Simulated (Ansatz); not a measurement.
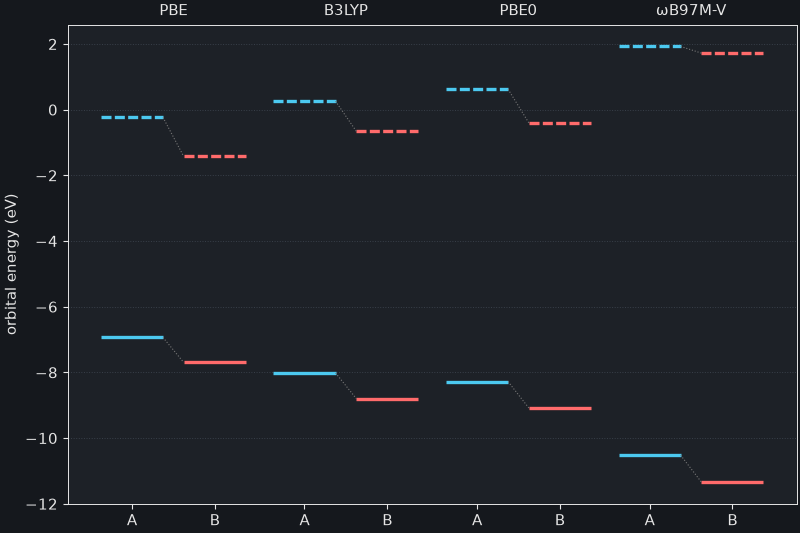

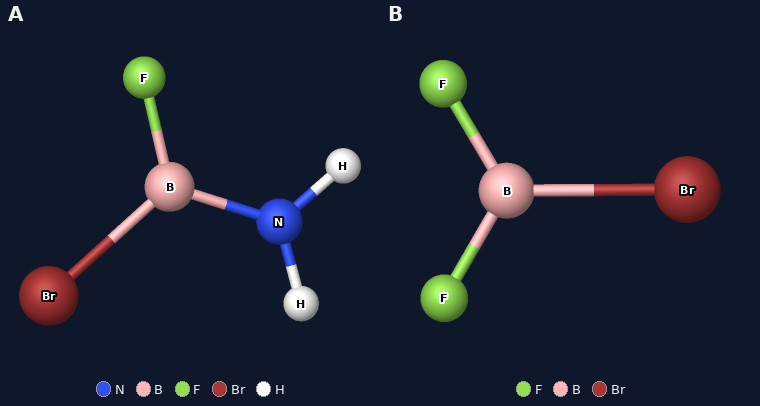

One change: A, BNH₂BrF (SMILES NB(F)Br), becomes B, BBrF₂ (SMILES FB(F)Br). NH₂ on B is replaced by F. HOMO (solid) and LUMO (dashed) computed in def2-TZVPP at PBE0-D4/def2-TZVP geometries, both minima by their frequencies, gas phase, the Ansatz code 0.2.0. Empty levels above zero depend strongly on the basis.

What does the change do to HOMO and LUMO?

Answer. PBE: the HOMO falls by 0.76 eV, the LUMO falls by 1.19 eV, and the separation goes from 6.70 to 6.27 eV. B3LYP: the HOMO falls by 0.78 eV, the LUMO falls by 0.91 eV, and the separation goes from 8.28 to 8.14 eV. PBE0: the HOMO falls by 0.80 eV, the LUMO falls by 1.03 eV, and the separation goes from 8.90 to 8.68 eV. ωB97M-V: the HOMO falls by 0.82 eV, the LUMO falls by 0.20 eV, and the separation goes from 12.45 to 13.06 eV.

Do the functionals agree on the effect?

Answer. They agree on the direction for both levels; the HOMO shift lies between −0.82 and −0.76 eV and the LUMO shift between −1.19 and −0.20 eV, while the separations themselves differ by up to 6.8 eV between functionals.
